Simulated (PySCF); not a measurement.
## SiBrCl$_{3}$: a changed input and its effect

System: SiBrCl$_{3}$.
Method of run A: GIAO KT2/pcSseg-1 NMR shielding, non-relativistic, gas phase (PySCF 2.14.0).

The geometry comes from this level: PBE0-D3(BJ)/def2-SVP. Text and figures count atoms from 1; the logs count them from 0 in places.

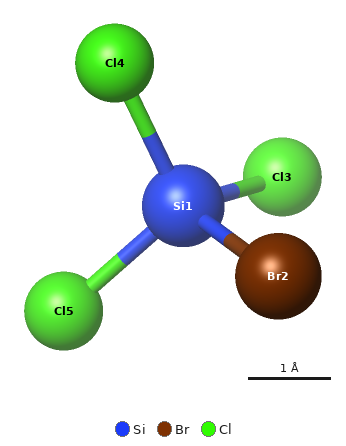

The input geometry (ball-and-stick view, seen at an oblique angle; atoms are numbered from 1 in the order of the input).

## Input file, run A
```
{"job": {"kind": "nmr", "xc": "KT2", "basis": "pcSseg-1", "pop": false}, "charge": 0, "multiplicity": 1}
Si    -0.001859     0.000550    -0.023862
Br     0.008488    -0.025183     2.168853
Cl     1.913230     0.011543    -0.717471
Cl    -0.964100     1.667920    -0.693907
Cl    -0.955759    -1.654831    -0.733613
```

The first line tells a small driver script what to run in PySCF; the rest is the geometry in Å.

Hardware: 1 CPU thread, shared host.

## Output (run A)
```
coarse grid: 32696 points
cycle   1  E = -4266.5374942341  dE = -5.605e-01  |g| = 6.503e-01  |ddm| = 2.489e+00
cycle   2  E = -4266.4297073109  dE =  1.078e-01  |g| = 8.026e-01  |ddm| = 1.415e+00
cycle   3  E = -4266.5769738670  dE = -1.473e-01  |g| = 2.366e-01  |ddm| = 1.150e+00
cycle   4  E = -4266.5915718843  dE = -1.460e-02  |g| = 6.028e-02  |ddm| = 2.986e-01
cycle   5  E = -4266.5924429110  dE = -8.710e-04  |g| = 1.636e-02  |ddm| = 8.716e-02
cycle   6  E = -4266.5925294089  dE = -8.650e-05  |g| = 4.300e-03  |ddm| = 3.032e-02
cycle   7  E = -4266.5925318426  dE = -2.434e-06  |g| = 6.941e-04  |ddm| = 3.844e-03
final grid: 60240 points
cycle   8  E = -4266.5926001094  dE =  2.249e-07  |g| = 1.069e-03  |ddm| = 2.524e-03
cycle   9  E = -4266.5925991782  dE =  9.312e-07  |g| = 2.090e-03  |ddm| = 4.187e-03
cycle  10  E = -4266.5926004862  dE = -1.308e-06  |g| = 1.405e-04  |ddm| = 2.569e-03
cycle  11  E = -4266.5926004908  dE = -4.611e-09  |g| = 5.698e-05  |ddm| = 2.607e-04
cycle  12  E = -4266.5926004916  dE = -7.794e-10  |g| = 2.174e-06  |ddm| = 6.781e-05
converged SCF energy = -4266.5926004916

GIAO shielding tensors (ppm)
atom      isotropic    diamagn.    paramagn.     s11        s22        s33       span
  0 Si     334.925     876.485    -541.560    328.823    329.370    346.583     17.760
  1 Br    2120.673    3127.884   -1007.211   1822.484   1823.169   2716.367    893.883
  2 Cl     692.307    1148.890    -456.584    573.772    582.669    920.480    346.707
  3 Cl     692.501    1148.871    -456.370    573.558    582.268    921.675    348.117
  4 Cl     692.509    1148.874    -456.365    573.856    582.177    921.493    347.637
```

For run B the input was changed thus:
```diff
-"xc": "KT2"
+"xc": "PBE0"
-"pop": false
```

How does run B compare with run A?

The total energies belong to different methods, so their difference says nothing on which is more stable or more accurate. The HOMO goes from −7.98 to −9.27 eV. The LUMO goes from −2.30 to −1.17 eV. Of all shieldings, the largest change is that of Br2, by +89.4 ppm. The functional changes from KT2 to PBE0. Exact exchange removes part of the self-interaction error of semilocal functionals, which pushes filled and empty levels apart. The SCF takes 11 iterations against 12.

## Output (run B)
```
coarse grid: 32696 points
cycle   1  E = -4243.1689928515  dE = -5.618e-01  |g| = 8.099e-01  |ddm| = 2.530e+00
cycle   2  E = -4243.1174519325  dE =  5.154e-02  |g| = 7.309e-01  |ddm| = 1.241e+00
cycle   3  E = -4243.2236502255  dE = -1.062e-01  |g| = 2.104e-01  |ddm| = 9.361e-01
cycle   4  E = -4243.2349749632  dE = -1.132e-02  |g| = 4.158e-02  |ddm| = 2.353e-01
cycle   5  E = -4243.2352043855  dE = -2.294e-04  |g| = 7.574e-03  |ddm| = 4.256e-02
cycle   6  E = -4243.2352171084  dE = -1.272e-05  |g| = 1.161e-03  |ddm| = 1.188e-02
cycle   7  E = -4243.2352175158  dE = -4.074e-07  |g| = 1.473e-04  |ddm| = 1.894e-03
final grid: 60240 points
cycle   8  E = -4243.2352331973  dE = -1.451e-08  |g| = 1.392e-04  |ddm| = 5.317e-04
cycle   9  E = -4243.2352331976  dE = -3.602e-10  |g| = 1.391e-04  |ddm| = 3.223e-04
cycle  10  E = -4243.2352332027  dE = -5.097e-09  |g| = 1.997e-05  |ddm| = 1.734e-04
cycle  11  E = -4243.2352332028  dE = -7.822e-11  |g| = 3.347e-06  |ddm| = 2.010e-05
converged SCF energy = -4243.2352332028

GIAO shielding tensors (ppm)
atom      isotropic    diamagn.    paramagn.     s11        s22        s33       span
  0 Si     321.326     873.041    -551.715    315.314    315.907    332.757     17.443
  1 Br    2210.083    3124.077    -913.994   1934.504   1935.127   2760.617    826.113
  2 Cl     728.062    1146.809    -418.746    618.594    625.202    940.391    321.797
  3 Cl     728.314    1146.790    -418.476    618.453    624.911    941.579    323.126
  4 Cl     728.310    1146.793    -418.484    618.720    624.814    941.396    322.676
```

## The two runs side by side

| quantity | run A | run B |
| --- | --- | --- |
| outcome | converged | converged |
| total energy (hartree) | −4266.592600 | −4243.235233 |
| HOMO (eV) | −7.98 | −9.27 |
| LUMO (eV) | −2.30 | −1.17 |
| dipole moment (D) | 0.41 | 0.40 |
| shielding of Si1 (ppm) | 334.9 | 321.3 |
| shielding of Br2 (ppm) | 2120.7 | 2210.1 |
| shielding of Cl3 (ppm) | 692.3 | 728.1 |
| shielding of Cl4 (ppm) | 692.5 | 728.3 |
| shielding of Cl5 (ppm) | 692.5 | 728.3 |
| SCF iterations | 12 | 11 |
| basis functions | 137 | 137 |
| wall time (shared host) | 15 s | 15 s |

For both runs: Spin–orbit coupling is left out, which matters for the heavy atoms.
